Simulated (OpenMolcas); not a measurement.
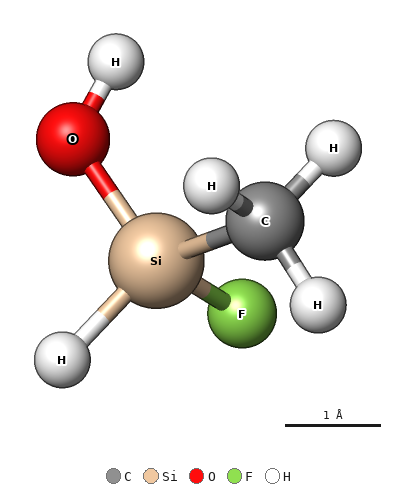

The structure as given in the input (ball-and-stick view, seen at a tilt). Bond lengths as drawn: C–H 1.09 Å, C–Si 1.85 Å, F–Si 1.60 Å, H–O 0.96 Å, H–Si 1.48 Å and O–Si 1.63 Å.

# Single-point calculation of CH$_{5}$FOSi (part 1 of 3)

The run: single-point calculation of CH$_{5}$FOSi, SMILES C[SiH](O)F. Method and program: CASSCF/ANO-R1, sfX2C (OpenMolcas 26.06).

The geometry comes from this level: PBE0-D4/def2-TZVP.

### Input
```
* CH5FOSi CASSCF
>>> EXPORT MOLCAS_PRINT=2

&GATEWAY
  Coord=struct.xyz
  Basis=ANO-R0
  Group=NoSym

&SEWARD

&RASSCF
  FileOrb=$CurrDir/step1.LocOrb
  Alter=2
  1 17 21
  1 22 25
  Spin=1
  Nactel=2 0 0
  Inactive=20
  Ras2=2
  OrbListing=Nothing
>>> COPY $Project.RunFile RUNFIL1
>>> COPY $Project.RasOrb INPORB

&GATEWAY
  Coord=struct.xyz
  Basis=ANO-R1
  Group=NoSym
  RICD

&SEWARD
>>> COPY $Project.RunFile RUNFIL2

&EXPBAS

&RASSCF
  FileOrb=$Project.ExpOrb
  Spin=1
  Nactel=2 0 0
  Inactive=20
  Ras2=2
  OrbListing=Nothing
  OrbAppear=Compact
```

### File struct.xyz
```
9

C     -1.059200     0.382700     0.202100
Si     0.598700    -0.059400    -0.491700
O      1.699800    -0.426000     0.658800
F      0.386100    -1.319200    -1.457200
H     -1.759300     0.624200    -0.601500
H     -0.982100     1.251700     0.860100
H     -1.484000    -0.445000     0.776700
H      1.214000     1.018000    -1.292600
H      1.474600    -1.073100     1.328200
```

Run on 1 thread of Intel Xeon (Granite Rapids), 64 GiB of memory available, shared host.

Launch command:
```bash
export MOLCAS_MEM=1860
pymolcas step2.inp > step2.log
```

### What the program printed
```
--- Start Module: gateway ---

                                              &GATEWAY

                       available to each process: 1.9 GB of memory, 1 thread

++    Symmetry information:
      ---------------------

                    Character Table for C1

                             E
                    a        1  x, y, xy, Rz, z, xz, Ry, yz, Rx, I
--

++    Basis set information:
      ----------------------

      Basis set label: C.ANO-R...2S1P.

      Electronic valence basis set:
      ------------------
      Associated Effective Charge   6.000000 au
      Associated Actual Charge      6.000000 au
      Nuclear Model: Finite nucleus - Gaussian distribution
        Gaussian exponent, Xi/bohr**(-2):  6.80775E+08

      Shell  nPrim  nBasis  Cartesian Spherical Contaminant
         s      12       2        X
         p       7       1        X

      Basis set label: SI.ANO-R...3S2P.

      Electronic valence basis set:
      ------------------
      Associated Effective Charge  14.000000 au
      Associated Actual Charge     14.000000 au
      Nuclear Model: Finite nucleus - Gaussian distribution
        Gaussian exponent, Xi/bohr**(-2):  4.34677E+08

      Shell  nPrim  nBasis  Cartesian Spherical Contaminant
         s      16       3        X
         p      11       2        X

      Basis set label: O.ANO-R...2S1P.

      Electronic valence basis set:
      ------------------
      Associated Effective Charge   8.000000 au
      Associated Actual Charge      8.000000 au
      Nuclear Model: Finite nucleus - Gaussian distribution
        Gaussian exponent, Xi/bohr**(-2):  5.86314E+08

      Shell  nPrim  nBasis  Cartesian Spherical Contaminant
         s      13       2        X
         p       8       1        X

      Basis set label: F.ANO-R...2S1P.

      Electronic valence basis set:
      ------------------
      Associated Effective Charge   9.000000 au
      Associated Actual Charge      9.000000 au
      Nuclear Model: Finite nucleus - Gaussian distribution
        Gaussian exponent, Xi/bohr**(-2):  5.35469E+08

      Shell  nPrim  nBasis  Cartesian Spherical Contaminant
         s      13       2        X
         p       8       1        X

      Basis set label: H.ANO-R...1S.

      Electronic valence basis set:
      ------------------
      Associated Effective Charge   1.000000 au
      Associated Actual Charge      1.000000 au
      Nuclear Model: Finite nucleus - Gaussian distribution
        Gaussian exponent, Xi/bohr**(-2):  2.12482E+09

      Shell  nPrim  nBasis  Cartesian Spherical Contaminant
         s       7       1        X
--

++    Molecular structure info:
      -------------------------

                    ************************************************
                    **** Cartesian Coordinates / bohr, angstrom ****
                    ************************************************

     Center  Label                x              y              z                     x              y              z
        1      C1              -2.001598       0.723198       0.381914             -1.059200       0.382700       0.202100
        2      SI2              1.131379      -0.112250      -0.929178              0.598700      -0.059400      -0.491700
        3      O3               3.212156      -0.805023       1.244952              1.699800      -0.426000       0.658800
        4      F4               0.729623      -2.492927      -2.753709              0.386100      -1.319200      -1.457200
        5      H5              -3.324595       1.179567      -1.136670             -1.759300       0.624200      -0.601500
        6      H6              -1.855900       2.365370       1.625353             -0.982100       1.251700       0.860100
        7      H7              -2.804354      -0.840928       1.467750             -1.484000      -0.445000       0.776700
        8      H8               2.294128       1.923741      -2.442660              1.214000       1.018000      -1.292600
        9      H9               2.786590      -2.027865       2.509934              1.474600      -1.073100       1.328200

                    ***************************************
                    *    InterNuclear Distances / bohr    *
                    ***************************************

               1 C1            2 SI2           3 O3            4 F4            5 H5            6 H6
    1 C1       0.000000
    2 SI2      3.497496        0.000000
    3 O3       5.501230        3.088108        0.000000
    4 F4       5.256915        3.026209        5.000127        0.000000
    5 H5       2.065113        4.644088        7.234628        5.704271        0.000000
    6 H6       2.064970        4.646296        5.990100        7.033077        3.345440        0.000000
    7 H7       2.066385        4.665429        6.020741        5.747940        3.337073        3.347350
    8 H8       5.279467        2.790676        4.678398        4.695890        5.816309        5.828078
    9 H9       5.918071        4.270457        1.810146        5.670391        7.805891        6.452574

               7 H7            8 H8            9 H9
    7 H7       0.000000
    8 H8       6.994942        0.000000
    9 H9       5.809786        6.354990        0.000000

                    *******************************************
                    *    InterNuclear Distances / angstrom    *
                    *******************************************

               1 C1            2 SI2           3 O3            4 F4            5 H5            6 H6
    1 C1       0.000000
    2 SI2      1.850795        0.000000
    3 O3       2.911125        1.634156        0.000000
    4 F4       2.781840        1.601401        2.645954        0.000000
    5 H5       1.092811        2.457545        3.828400        3.018570        0.000000
    6 H6       1.092735        2.458714        3.169824        3.721744        1.770331        0.000000
    7 H7       1.093484        2.468839        3.186039        3.041679        1.765903        1.771341
    8 H8       2.793774        1.476762        2.475702        2.484958        3.077858        3.084086
    9 H9       3.131708        2.259828        0.957888        3.000642        4.130700        3.414555

               7 H7            8 H8            9 H9
    7 H7       0.000000
    8 H8       3.701564        0.000000
    9 H9       3.074407        3.362916        0.000000

                    **************************************
                    *    Valence Bond Angles / degree    *
                    **************************************
                          Atom centers                 Phi
                      5 H5       1 C1       6 H6       108.20
                      5 H5       1 C1       7 H7       107.75
                      6 H6       1 C1       7 H7       108.24
--

            Nuclear Potential Energy            183.33019616 au

--- Stop Module: gateway /rc=_RC_ALL_IS_WELL_ ---

--- Start Module: seward ---

                                              &SEWARD

                       available to each process: 1.9 GB of memory, 1 thread

               SEWARD will generate:
                  Multipole Moment integrals up to order  2
                  Kinetic Energy integrals
                  Nuclear Attraction integrals (finite nuclei - Gaussian type)
                  One-Electron Hamiltonian integrals
                  Velocity integrals
                  Relativistic X2C integrals
                  Orbital angular momentum around (  0.8742  -0.6509  -0.6471 )
                  Velocity quadrupole around (  0.8742  -0.6509  -0.6471 )
                  Atomic mean-field integrals
                  Two-Electron Repulsion integrals

                   Integrals are discarded if absolute value <: 1.00E-14
                   Integral cutoff threshold is set to       <: 1.00E-16

            Nuclear Potential Energy            183.33019616 au

      Basis set specifications :
      Symmetry species         a
      Basis functions           29

--- Stop Module: seward /rc=_RC_ALL_IS_WELL_ ---
--- Module seward spent 1 second ---

--- Start Module: rasscf ---

                                              &RASSCF

                       available to each process: 1.9 GB of memory, 1 thread

      Header of the ONEINT file:
      --------------------------

      OrdInt status: non-squared

      Cartesian coordinates in angstrom:
      -----------------------------------------------------
      No.  Label        X            Y            Z
      -----------------------------------------------------
       1   C1        -1.05920000   0.38270000   0.20210000
       2   SI2        0.59870000  -0.05940000  -0.49170000
       3   O3         1.69980000  -0.42600000   0.65880000
       4   F4         0.38610000  -1.31920000  -1.45720000
       5   H5        -1.75930000   0.62420000  -0.60150000
       6   H6        -0.98210000   1.25170000   0.86010000
       7   H7        -1.48400000  -0.44500000   0.77670000
       8   H8         1.21400000   1.01800000  -1.29260000
       9   H9         1.47460000  -1.07310000   1.32820000
      -----------------------------------------------------
      Nuclear repulsion energy =  183.33019616

++    Wave function specifications:
      -----------------------------

      Number of closed shell electrons          40
      Number of electrons in active shells       2
      Max number of holes in RAS1 space          0
      Max nr of electrons in RAS3 space          0
      Number of inactive orbitals               20
      Number of active orbitals                  2
      Number of secondary orbitals               7
      Spin quantum number                      0.0
      State symmetry                             1
--

++    Orbital specifications:
      -----------------------

      Symmetry species                           1
                                                 a
      Frozen orbitals                            0
      Inactive orbitals                         20
      Active orbitals                            2
      RAS1 orbitals                              0
      RAS2 orbitals                              2
      RAS3 orbitals                              0
      Secondary orbitals                         7
      Deleted orbitals                           0
      Number of basis functions                 29
--

++    CI expansion specifications:
      ----------------------------

      Number of CSFs                             3
      Number of spin combinations                3
      Number of determinants                     4
      Number of root(s) required                 1
      Root chosen for geometry opt.              1
      CI root used                               1

      highest root included in the CI            1
      max. size of the explicit Hamiltonian      3
--

++    Optimization specifications:
      ----------------------------

      RASSCF algorithm: Conventional
      Maximum number of macro iterations       200
      Maximum number of SX iterations          100
      Threshold for RASSCF energy            1.000E-08
      Threshold for max MO rotation          1.000E-01
      Threshold for max BLB element          1.000E-04
      Level shift parameter                  5.000E-01
      Make Quasi-Newton update
--

      The MO-coefficients are taken from the file:
      step1.LocOrb
      Title:Localised orbitals

      Total molecular charge    0.00

      Molecular orbitals exchanged:
        In symmetry  1 :  17  21
        In symmetry  1 :  22  25

      ************************************************************************************************************************
      *                                            Wave function control section                                             *
      ************************************************************************************************************************

                                         RASSCF iterations: Energy and convergence statistics
                                         ----------------------------------------------------

          iter iter root      energy       change     param      element    value   shift minimum  type update hh:mm:ss
 Nr of preliminary CI iterations:   1
        1   1   10    1  -504.09822054    0.00E+00   1.43E-01*   9  22 1 -4.51E-03*  0.00   0.00    SX    NO    0:00:00
        2   1   10    1  -504.10234176   -4.12E-03* -5.45E-02    9  22 1 -7.06E-03*  0.00   0.00    SX    NO    0:00:00
        3   1    9    1  -504.10295744   -6.16E-04* -2.40E-02    9  22 1 -4.80E-03*  0.00   0.00    SX    NO    0:00:00
        4   1    9    1  -504.10313252   -1.75E-04* -1.14E-02    9  22 1 -3.23E-03*  0.00   0.00    SX    NO    0:00:00
        5   1    8    1  -504.10317691   -4.44E-05* -8.64E-03    9  22 1 -1.66E-03*  0.00   1.78    LS   YES    0:00:00
        6   1    8    1  -504.10319204   -1.51E-05*  4.27E-03   20  22 1 -5.49E-04*  0.00   1.34    QN   YES    0:00:00
        7   1    7    1  -504.10319532   -3.27E-06*  1.90E-03   17  28 1 -2.32E-04*  0.00   1.04    QN   YES    0:00:00
        8   1    7    1  -504.10319600   -6.85E-07*  3.44E-03    9  22 1  1.41E-04*  0.00   1.65    QN   YES    0:00:00
        9   1    6    1  -504.10319648   -4.84E-07* -6.40E-04   16  23 1  1.46E-04*  0.00   1.02    QN   YES    0:00:00
       10   1    6    1  -504.10319657   -8.92E-08* -4.56E-04   18  22 1 -5.30E-05   0.00   1.27    QN   YES    0:00:00
       11   1    6    1  -504.10319659   -1.90E-08*  1.01E-04   18  22 1 -1.86E-05   0.00   1.32    QN   YES    0:00:00
       12   1    5    1  -504.10319660   -3.08E-09  -2.72E-05    9  22 1 -7.84E-06   0.00   0.91    QN   YES    0:00:00
      Convergence after 12 iterations
       13   1    5    1  -504.10319660   -2.67E-10  -2.72E-05   19  29 1 -3.07E-06   0.00   0.91    QN   YES    0:00:00

      ************************************************************************************************************************
                                                      Wave function printout:
                       occupation of active orbitals, and spin coupling of open shells (u,d: Spin up or down)
      ************************************************************************************************************************

      Note: transformation to natural orbitals
      has been made, which may change the order of the CSFs.

      printout of CI-coefficients larger than  0.05 for root  1
      energy=    -504.103197
      conf/sym  11     Coeff  Weight
             1  20   0.99398 0.98799
             3  02  -0.10961 0.01201

      Natural orbitals and occupation numbers for root  1
      sym 1:   1.975973   0.024027

      ************************************************************************************************************************
      *                                                    Final results                                                     *
      ************************************************************************************************************************

++    Final optimization conditions:
      ------------------------------

      Average CI energy                            -504.10319660
      RASSCF energy for state  1                   -504.10319660
      Super-CI energy                                -0.00000000
      RASSCF energy change                           -0.00000000
      Max change in MO coefficients               2.792E-05
      Max non-diagonal density matrix element    -2.716E-05
      Maximum BLB matrix element                 -3.074E-06
      (orbital pair  19,  29 in symmetry   1)
      Norm of electronic gradient            6.734E-06
--

      Final state energy(ies):
      ------------------------

::    RASSCF root number  1 Total energy:   -504.10319660
      Von Neumann Entropy (Root   1) =  0.09386

      Mulliken population analysis for root number:  1
      -----------------------------------------------

++    Molecular charges:
      ------------------

      Mulliken charges per centre
      ---------------------------

                C1      SI2     O3      F4      H5      H6      H7      H8      H9
      Total    7.1071 12.9304  8.5792  9.3124  0.7236  0.7316  0.7629  1.1910  0.6617

      N-E     -1.1071  1.0696 -0.5792 -0.3124  0.2764  0.2684  0.2371 -0.1910  0.3383

      Total electronic charge=   42.000000

      Total            charge=   -0.000000
--

      Expectation values of various properties for root number:  1
      -----------------------------------------------------------

++    Molecular properties:
      ---------------------

      Charge (e):
                      =   -0.0000
      Dipole Moment (debye):
      Origin of the operator (angstrom)=    0.4626   -0.3445   -0.3424
                   X= -9.4811E-01               Y= -1.2847E+00               Z=  1.6693E+00           Total=  2.3099E+00
      Quadrupole Moment (debye*angstrom):
      Origin of the operator (angstrom)=    0.4626   -0.3445   -0.3424
                  XX= -4.2118E+01              XY= -1.4685E+00              XZ=  6.9171E-01              YY= -3.9660E+01
                  YZ= -1.2705E+00              ZZ= -3.8290E+01
      In traceless form (debye*angstrom)
                  XX= -3.1425E+00              XY= -2.2027E+00              XZ=  1.0376E+00              YY=  5.4421E-01
                  YZ= -1.9058E+00              ZZ=  2.5983E+00
--

      LoProp population analysis for root number:  1
      -----------------------------------------------
```
